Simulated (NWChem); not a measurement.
# O3 (ozone) at 6 levels

We compute a comparison of 6 runs (HF/def2-TZVPP, B3LYP/6-31G*, PBE/def2-TZVPP, SVWN5/def2-TZVPP, MP2/cc-pVDZ, CCSD/def2-TZVPP) of O3 (ozone). 

The calculation is run with NWChem 7.3.0.

## (1) The molecule

The species is O3 (3 atoms), meant as a singlet with charge 0. As SMILES, `O=[O+][O-]`. The coordinates come from a PBE0-D4/def2-TZVP relaxation.

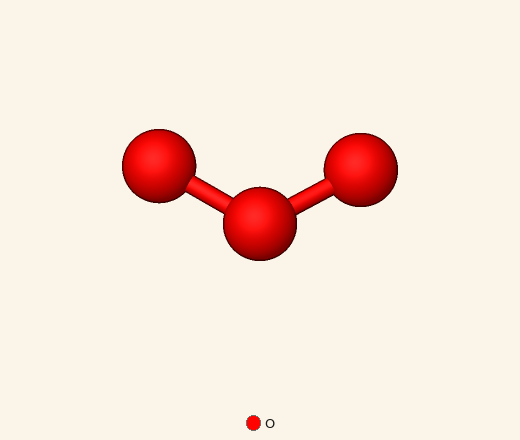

The structure, seen from a chosen angle (oxygen red).

## (2) Energy and forces at HF/def2-TZVPP (run 1)

geom.nw reads:

```
start geom
title "O3"
memory total 2200 mb

geometry noautosym nocenter noautoz
  O        0.848700      -0.535900       0.409500
  O       -0.228900      -0.317600      -0.159400
  O       -0.619800       0.853500      -0.250100
end

basis spherical bse
  * library def2-TZVPP
end

scf
  nopen 0
  rhf
  thresh 1e-08
  maxiter 80
end

task scf gradient
```

Run with:

```sh
$ nwchem geom.nw > geom.out
```

Standard output:

```text
[...]
  functions       =    93
[...]
  wavefunction    = RHF
[...]
         Total SCF energy =   -224.362808324831
      One-electron energy =   -448.583566655282
      Two-electron energy =    153.579104885319
 Nuclear repulsion energy =     70.641653445132
        Time for solution =     19.8s
[...]
                         RHF ENERGY GRADIENTS
    atom               coordinates                        gradient
                 x          y          z           x          y          z
   1 O       1.603810  -1.012704   0.773843    0.056894  -0.011730   0.030015
   2 O      -0.432558  -0.600177  -0.301222   -0.036081  -0.050059  -0.025126
   3 O      -1.171252   1.612881  -0.472620   -0.020813   0.061789  -0.004889
[...]
```

Run time: 25 s. Hardware: 1 thread of Intel Xeon Platinum 8259CL at 2.50GHz (Skylake/Cascade Lake), shared host; peak memory 0.11 GiB.

## (3) Energy and forces at B3LYP/6-31G(d) (spherical functions) (run 2)

o3.xyz reads:

```xyz
3
O3
O      0.848700    -0.535900     0.409500
O     -0.228900    -0.317600    -0.159400
O     -0.619800     0.853500    -0.250100
```

run.py reads:

```python
from ase.io import read
from ase.calculators.nwchem import NWChem

atoms = read('o3.xyz')

calc = NWChem(
    label='o3',
    theory='dft',
    memory='2200 mb',
    basis='6-31G*',
    basispar='spherical bse',
    dft={'xc': 'b3lyp', 'mult': '1', 'grid': 'xfine', 'convergence': 'energy 1e-08', 'iterations': '100', 'mulliken': None},
)
atoms.calc = calc

forces = atoms.get_forces()
print("Total energy (eV):", round(atoms.get_potential_energy(), 6))
print("forces (eV/A):")
for s, f in zip(atoms.symbols, forces):
    print(f"{s:2s} {f[0]:10.5f} {f[1]:10.5f} {f[2]:10.5f}")
print("dipole (e A):", atoms.get_dipole_moment().round(4))
```

Run with:

```sh
$ export ASE_NWCHEM_COMMAND="nwchem PREFIX.nwi > PREFIX.nwo"
$ python run.py
```

Standard output:

```text
Total energy (eV): -6133.435221
forces (eV/A):
O     1.45643   -0.28534    0.76994
O    -0.93629   -1.29964   -0.65208
O    -0.52013    1.58503   -0.11786
dipole (e A): [-0.0713 -0.099  -0.0497]
```

The calculator wrote o3.nwi:

```
title "o3"

permanent_dir o3

scratch_dir o3

start o3

geometry units angstrom nocenter noautosym noautoz
  O  8.4870000000000001e-01 -5.3590000000000004e-01 4.0949999999999998e-01
  O  -2.2889999999999999e-01 -3.1759999999999999e-01 -1.5939999999999999e-01
  O  -6.1980000000000002e-01 8.5350000000000004e-01 -2.5009999999999999e-01
end

memory 2200 mb

basis spherical bse noprint
   * library 6-31G*
end

dft
  xc b3lyp
  mult 1
  grid xfine
  convergence energy 1e-08
  iterations 100
  mulliken
end

task dft gradient
```

o3.nwo:

```text
Northwest Computational Chemistry Package (NWChem) 7.3.0
             --------------------------------------------------------

           Job information
           ---------------

    nwchem branch   = 7.3.0
    use scalapack   = T
    input           = o3.nwi
    prefix          = o3.
    data base       = o3/o3.db
    status          = startup
    nproc           =        1

           Memory information
           ------------------

    heap     =     72089596 doubles =      550.0 Mbytes
    stack    =     72089601 doubles =      550.0 Mbytes
    global   =    144179200 doubles =     1100.0 Mbytes (distinct from heap & stack)
    total    =    288358397 doubles =     2200.0 Mbytes
    verify   = yes
    hardfail = no

[... 83 lines left out ...]
  convergence criterion.
[... 38 lines left out ...]
          Spatial weights used:  Erf1
[... 76 lines left out ...]
         Total DFT energy =     -225.399588814218
[... 3 lines left out ...]
 Nuclear repulsion energy =       70.641653445132
[... 359 lines left out ...]
          Convergence on gradient requested:  5.00D-04
[... 25 lines left out ...]
          total energy or number of iterations.
[... 21 lines left out ...]
                                        o3

  charge          =   0.00
  wavefunction    = closed shell

                         DFT ENERGY GRADIENTS

    atom               coordinates                        gradient
                 x          y          z           x          y          z
   1 O       1.603810  -1.012704   0.773843   -0.028323   0.005549  -0.014973
   2 O      -0.432558  -0.600177  -0.301222    0.018208   0.025274   0.012681
   3 O      -1.171252   1.612881  -0.472620    0.010115  -0.030824   0.002292

                 ----------------------------------------
                 |  Time  |  1-e(secs)   |  2-e(secs)   |
                 ----------------------------------------
                 |  CPU   |       0.00   |       0.32   |
                 ----------------------------------------
                 |  WALL  |       0.00   |       0.32   |
                 ----------------------------------------

 Task  times  cpu:       10.8s     wall:       10.8s
 Total times  cpu:       10.9s     wall:       10.9s
```

It took 12 s on 1 thread of Intel Xeon Platinum 8259CL at 2.50GHz (Skylake/Cascade Lake), shared host; peak memory 0.12 GiB.

Run 3 isn't shown in full; the table further down has it.

## (4) Energy and gradient at SVWN5/def2-TZVPP (run 4)

o3.xyz is that of step 3.

o3.nw reads:

```
start o3
title "O3"
memory 2200 mb
charge 0

geometry noautosym nocenter noautoz
  load o3.xyz
end

basis spherical bse
  O library def2-TZVPP
end

dft
  xc slater vwn_5
  grid fine
  convergence energy 1e-08
  iterations 100
  mulliken
end

task dft gradient
```

Run with:

```sh
$ nwchem o3.nw > o3.out
```

Standard output:

```text
[...]
          Wavefunction type:  closed shell.
          No. of atoms     :     3
          No. of electrons :    24
[...]
          Charge           :     0
          Spin multiplicity:     1
[...]
          AO basis - number of functions:    93
[...]
              XC Information
              --------------
                        Slater Exchange Functional  1.000 local
                      VWN V Correlation Functional  1.000 local
[...]
 d= 0,ls=0.0,diis     1   -223.7465290694 -2.94D+02  1.58D-02  3.70D+00     1.2
[...]
 d= 0,ls=0.0,diis    12   -223.9617621586 -1.49D-09  1.11D-07  6.49D-10    13.6
         Total DFT energy =     -223.961762158649
      One electron energy =     -448.917895604079
           Coulomb energy =      178.223732668317
    Exchange-Corr. energy =      -23.909252668019
 Nuclear repulsion energy =       70.641653445132
[...]
      Total Density - Mulliken Population Analysis
     ---------------------------------------------
    Atom       Charge   Shell Charges
 -----------   ------   -------------------------------------------------------
    1 O    8     8.14   0.78  1.18  0.63  0.93  0.42  1.82  1.65  0.66  0.00  0.04  0.00
    2 O    8     7.73   0.78  1.18  0.64  0.91  0.27  1.81  1.62  0.38  0.01  0.12  0.01
    3 O    8     8.14   0.78  1.18  0.63  0.93  0.42  1.82  1.65  0.66  0.00  0.04  0.00
[...]
  wavefunction    = closed shell
                         DFT ENERGY GRADIENTS
    atom               coordinates                        gradient
                 x          y          z           x          y          z
   1 O       1.603810  -1.012704   0.773843   -0.014100   0.003631  -0.007362
   2 O      -0.432558  -0.600177  -0.301222    0.008319   0.011550   0.005794
   3 O      -1.171252   1.612881  -0.472620    0.005781  -0.015182   0.001568
[...]
```

It took 18 s on 1 thread of Intel Xeon Platinum 8259CL at 2.50GHz (Skylake/Cascade Lake), shared host; peak memory 0.12 GiB.

Run 5 isn't shown in full; the table further down has it.

## (5) The energy at CCSD/def2-TZVPP (run 6)

struct.nw reads:

```
start struct
memory 2200 mb

geometry units angstrom noautosym nocenter noautoz
  O        0.848700      -0.535900       0.409500
  O       -0.228900      -0.317600      -0.159400
  O       -0.619800       0.853500      -0.250100
end

basis spherical bse
  * library def2-TZVPP
end

scf
  singlet
  rhf
  thresh 1e-08
  maxiter 80
end

ccsd
  freeze core 3
  maxiter 60
end

task ccsd
```

Run with:

```sh
$ nwchem struct.nw > struct.out
```

Standard output:

```text
[...]
  functions       =    93
[...]
  wavefunction    = RHF
[...]
         Total SCF energy =   -224.362808324831
      One-electron energy =   -448.583566655282
      Two-electron energy =    153.579104885319
 Nuclear repulsion energy =     70.641653445132
        Time for solution =     18.2s
[...]
 Total MP2 energy:           -225.123620956113768
[...]
             energy      energy      error      ampl     ampl      Block
                                                time     time      time
[...]
 Total CCSD energy:           -225.095846061538055
[...]
```

Run time: 2.9 min. Hardware: 1 thread of Intel Xeon Platinum 8259CL at 2.50GHz (Skylake/Cascade Lake), shared host; peak memory 0.19 GiB.

## (6) The series

| run | level | iteration cap | module | energy (Eh) | dipole moment (D) | HOMO energy (eV) | LUMO energy (eV) | wall time |
| --- | --- | --- | --- | --- | --- | --- | --- | --- |
| 1 | HF/def2-TZVPP | 80 | scf | -224.362808 | 0.85 | -13.36 | -0.75 | 25 s |
| 2 | B3LYP/6-31G* (spherical functions) | 100 | dft | -225.399589 | 0.63 | -8.97 | -4.73 | 12 s |
| 3 | PBE/def2-TZVPP | 100 | dft | -225.321243 | 0.65 | -7.68 | -5.75 | 25 s |
| 4 | SVWN5/def2-TZVPP | 100 | dft | -223.961762 | 0.65 | -7.92 | -6.06 | 18 s |
| 5 | MP2/cc-pVDZ | 80 | mp2 | -224.895130 | 0.46 | – | – | 9.6 s |
| 6 | CCSD/def2-TZVPP | 80 | ccsd | -225.095846 | – | -13.36 | -0.75 | 2.9 min |

## (7) Outcome

| quantity | value |
| --- | --- |
| run 6: total energy | -225.09585 Eh |
| run 6: HOMO energy (Hartree–Fock orbitals) | -13.36 eV |
| run 6: LUMO energy (Hartree–Fock orbitals) | -0.75 eV |
| run 6: HOMO–LUMO gap (Hartree–Fock orbitals) | 12.60 eV |
| run 6: correlation energy (3 core orbitals frozen) | -733.0 mEh |

What this shows: Over runs 1, 2, 3, 4, 5 the dipole moment (its size) runs from 0.46 D (MP2/cc-pVDZ) to 0.85 D (HF/def2-TZVPP). The two ends differ in method and basis. Over runs 1, 2, 3, 4 the HOMO–LUMO gap runs from 1.86 eV (SVWN5/def2-TZVPP) to 12.60 eV (HF/def2-TZVPP). Exact exchange widens orbital gaps. Totals of different functionals can't be ranked against each other. All runs together took 4.4 min, the longest 2.9 min.
